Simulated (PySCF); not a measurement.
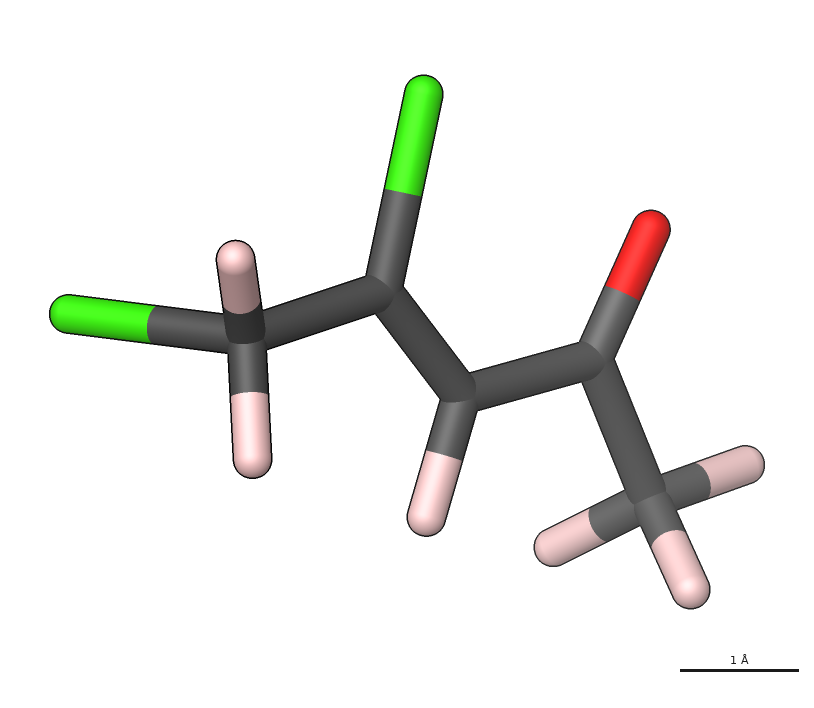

Stick drawing of a structure. Every bond is drawn as one stick, whatever its order. Colours: carbon dark grey, oxygen red, chlorine green, hydrogen pink.

The computed structure is the end point of a GFN2-xTB optimisation. No frequency run is at hand to confirm it as a minimum.

> What is the molecular formula?

C5H6Cl2O, 14 atoms: 5 carbon, 6 hydrogen, 2 chlorine and 1 oxygen.

> Name functional groups in it.

Among them: ketone, alkene, C–Cl bond.

More results for the same structure follow; atom numbers are the same in all pictures, views and colours differ.

Symmetry

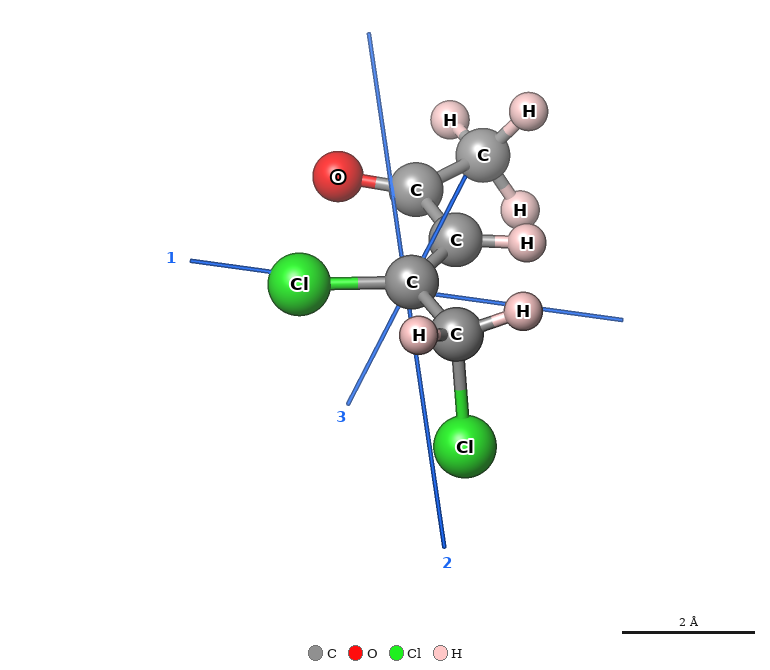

The three principal axes of inertia are drawn and numbered. Atoms fade into the background with distance from the viewer. No frequency run is at hand to confirm it as a minimum. Masses are those of the most abundant isotopes; constants are for the rigid equilibrium geometry.

> Which line is the a axis (least moment of inertia), which b and which c?

a is line 2, b is line 1, c is line 3; the moments are 227, 612, 772 u Å².

> What kind of rotor is it, and what are its rotational constants in GHz?

An asymmetric top (C1): A = 2.22, B = 0.826, C = 0.655 GHz. Ray's parameter κ is −0.78, nearer the prolate limit.

Dipole moment

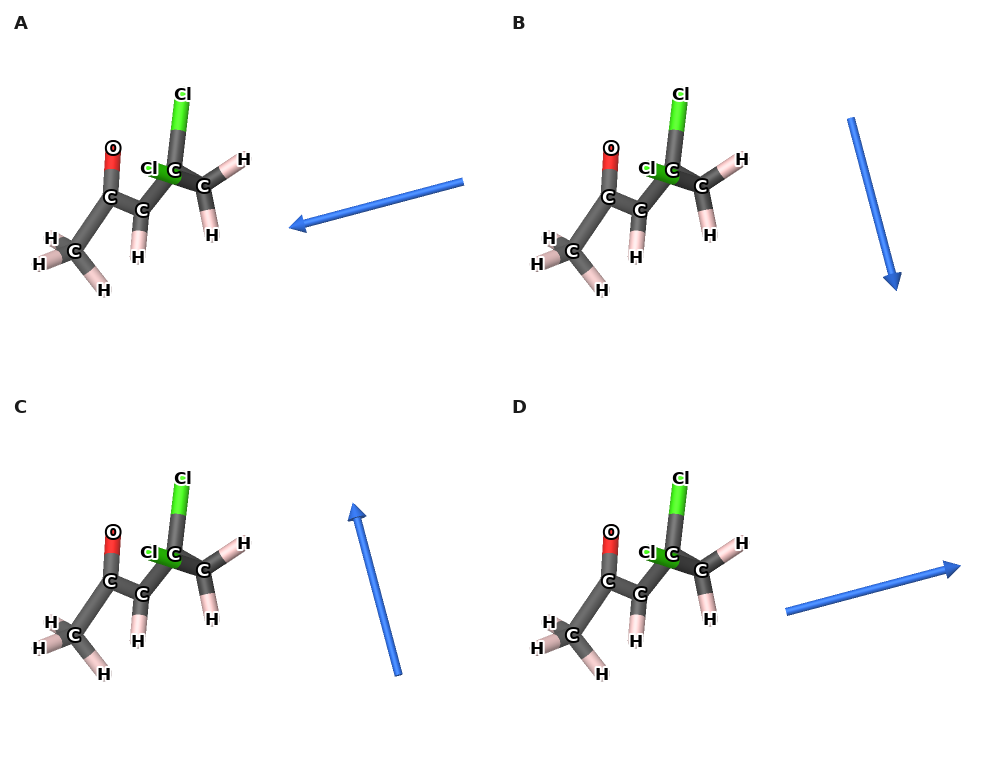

The same molecule four times, each with an arrow. No frequency run is at hand to confirm it as a minimum. Level of theory: PBE0/def2-SVPD, gas phase (PySCF 2.14.0).

> Which arrow points along the dipole moment, from the negative to the positive end?

B. The dipole moment is 3.69 D.

Quadrupole coupling

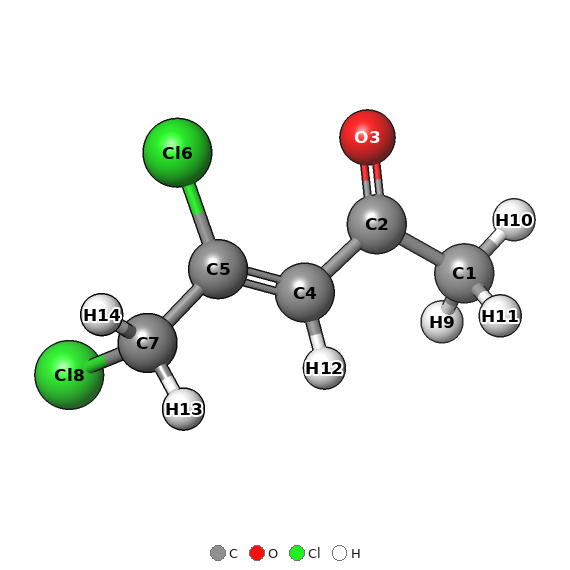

No frequency run is at hand to confirm it as a minimum. Electric field gradients from the ground-state density, PBE0/pcSseg-1 (PySCF 2.14.0), non-relativistic apart from any core potentials.

Give the largest field-gradient component, the quadrupole coupling constant and the asymmetry for 17O at O3 (Q = −25.6 mb), 35Cl at Cl6 (Q = −81.7 mb), 35Cl at Cl8 (Q = −81.7 mb), 2H at H9 (Q = 2.86 mb), 2H at H10 (Q = 2.86 mb), 2H at H11 (Q = 2.86 mb), 2H at H12 (Q = 2.86 mb).

```
atom  V_zz (a.u.)  e²qQ/h (MHz)     η
  O3       −2.037         12.26  0.46
 Cl6        3.941         −75.7  0.29
 Cl8        4.196         −80.6  0.03
  H9        0.313         0.210  0.03
 H10        0.313         0.210  0.01
 H11        0.313         0.210  0.03
 H12        0.323         0.217  0.10
```

NMR shielding

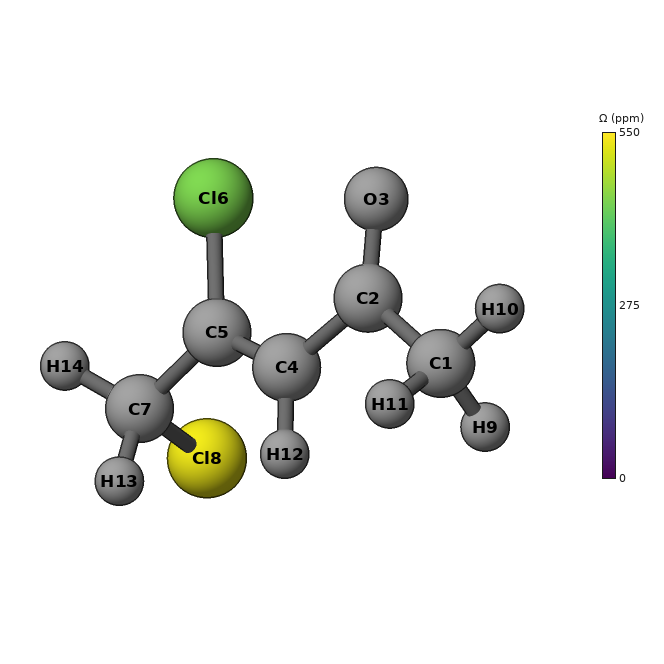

The Cl atoms are coloured by the span of their shielding tensor. No frequency run is at hand to confirm it as a minimum. Level of theory: GIAO PBE0/pcSseg-1 NMR shielding, non-relativistic, gas phase (PySCF 2.14.0). Principal shieldings σ11 ≤ σ22 ≤ σ33, span Ω = σ33 − σ11, skew κ = 3(σiso − σ22)/Ω.

> Which Cl atom has the most anisotropic shielding?

Cl8, with a span of 534 ppm.

Give the shielding tensors of the Cl atoms.

| atom | σ11 | σ22 | σ33 | σiso | Ω | κ |
| --- | --- | --- | --- | --- | --- | --- |
| Cl6 | 390.4 | 742.5 | 831.8 | 654.9 | 441.4 | −0.60 |
| Cl8 | 538.2 | 733.2 | 1071.9 | 781.1 | 533.7 | 0.27 |

Shieldings and span in ppm.

Charges

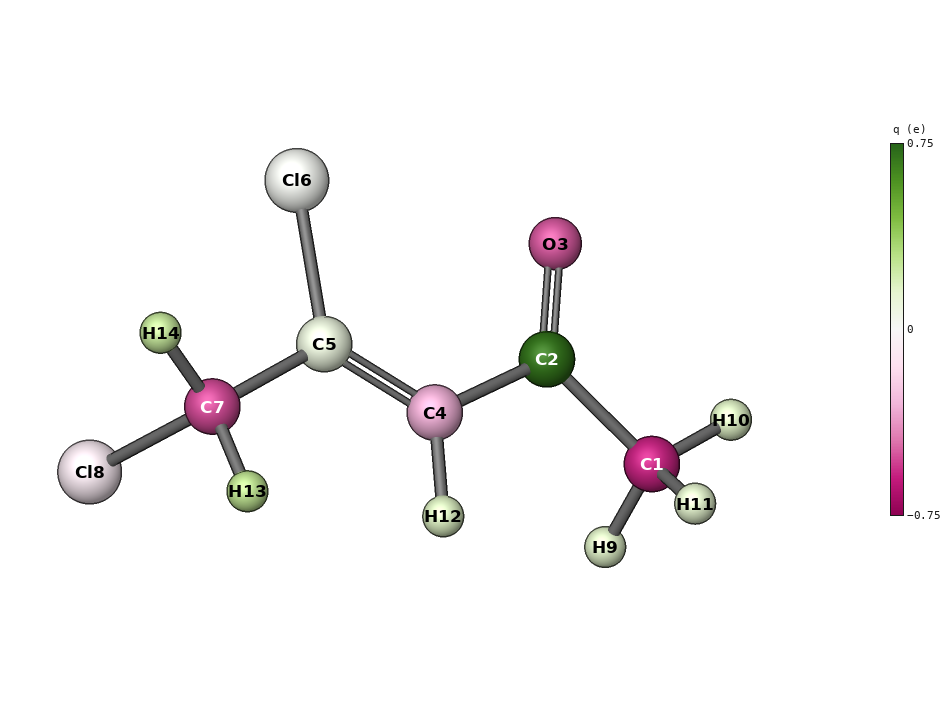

Atoms are coloured by their ESP-fitted charges. No frequency run is at hand to confirm it as a minimum. Properties computed with PBE0/pcSseg-1, gas phase (PySCF 2.14.0).

> Which atom carries the highest charge (most positive or least negative)?

C2 (0.70 e).

> And the lowest?

C1 (−0.59 e).

Give the ESP-fitted charges atom by atom.

```
atom  value (e)
  C1      −0.59
  C2       0.70
  O3      −0.49
  C4      −0.31
  C5       0.09
 Cl6       0.02
  C7      −0.52
 Cl8      −0.07
  H9       0.16
 H10       0.16
 H11       0.15
 H12       0.17
 H13       0.27
 H14       0.25
```
